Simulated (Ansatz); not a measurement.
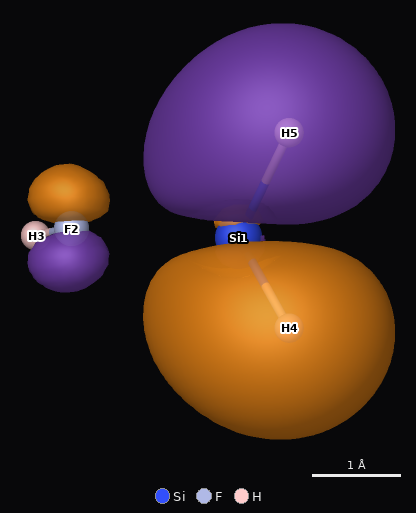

Figure 1: H$_{2}$Si···HF. The HOMO−1 at ±0.08 Å⁻³ᐟ² (orange and purple are the two phases), seen across its widest extent.

Computed with RKS PBE/def2-SVP in Ansatz.

```yaml
atoms:
  - { symbol: Si, position_ang: [0.0758, 0.0000, -0.6849] }
  - { symbol: F, position_ang: [1.0678, 0.0000, 1.2835] }
  - { symbol: H, position_ang: [1.8794, 0.0000, 0.7876] }
  - { symbol: H, position_ang: [-0.8900, 1.1184, -0.2533] }
  - { symbol: H, position_ang: [-0.8900, -1.1184, -0.2533] }
```

Q: Where does this orbital lie, and at what energy?

A: Its weight (Hirshfeld) is mainly on Si1 (about 45 %), H4 (about 25 %) and H5 (about 25 %). Its energy is −7.40 eV.
